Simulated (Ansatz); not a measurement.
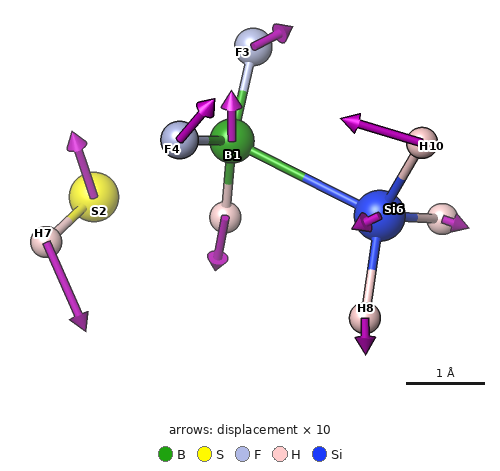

A constrained relaxation of BSiH5SF2. The starting structure is drawn; purple arrows show the displacements, 10 times their true length. The two geometries are superimposed by the best rigid fit.

The picture is a ball-and-stick view, seen at a tilt.

The reaction that was planned forms B1–Si6, S2–H5 and breaks B1–S2, H5–Si6 (atoms numbered from 1 in input order).

All numbers below come from RKS PBE0-D4/def2-SVP (Ansatz).

Input
```yaml
crystal:
  periodic: [false, false, false]
  atoms:
    - {symbol: B, position_ang: [0.127800, -0.713800, -0.118200]}
    - {symbol: S, position_ang: [1.253000, -0.518400, -2.281300]}
    - {symbol: F, position_ang: [-0.755300, -1.686200, -0.379600]}
    - {symbol: F, position_ang: [1.166000, -1.094300, 0.648000]}
    - {symbol: H, position_ang: [0.262900, 0.248700, -0.872200]}
    - {symbol: Si, position_ang: [-0.948700, 0.826500, 0.966100]}
    - {symbol: H, position_ang: [2.403700, -0.312700, -1.650500]}
    - {symbol: H, position_ang: [-0.054100, 1.917400, 1.346500]}
    - {symbol: H, position_ang: [-2.106500, 1.287500, 0.206800]}
    - {symbol: H, position_ang: [-1.348800, 0.045300, 2.134500]}
basis:
  gaussian: {orbitals: def2-SVP}
hamiltonian: {xc: pbe0, dispersion: d4}
relax: {f_tol: 0.04, max_steps: 150, escape_saddle: false, constraints: [{distance: [0, 5]}, {distance: [1, 4]}, {distance: [0, 1]}, {distance: [4, 5]}]}
```

Run as
```bash
ansatz run in.yaml --threads 4 --pin off --events-out ev --progress --plain --max-ram 9574MiB
```

Describe the change and its energy.

Over 4 accepted moves (5 points after the start) the energy falls by 0.226 eV. Largest force component: 2.1 eV/Å at the start, 0.039 eV/Å at the end. The line search rejected the trial step at point 3 of the run. H7 moves most after the best rigid fit: 0.13 Å. Largest moves by element: H 0.13 Å, S 0.10 Å, F 0.09 Å, B 0.07 Å, Si 0.05 Å. Some distances before and after: B1–H5 1.230 → 1.391 Å, Si6–H10 1.461 → 1.492 Å, S2–H7 1.328 → 1.354 Å. Bond angles that change, for instance: B1–Si6–H10 99.0° → 93.2°, F3–B1–F4 114.5° → 118.9°, B1–Si6–H8 110.9° → 114.3°. Cost: 11 s on 4 threads of Arm Neoverse V2, on a shared host.
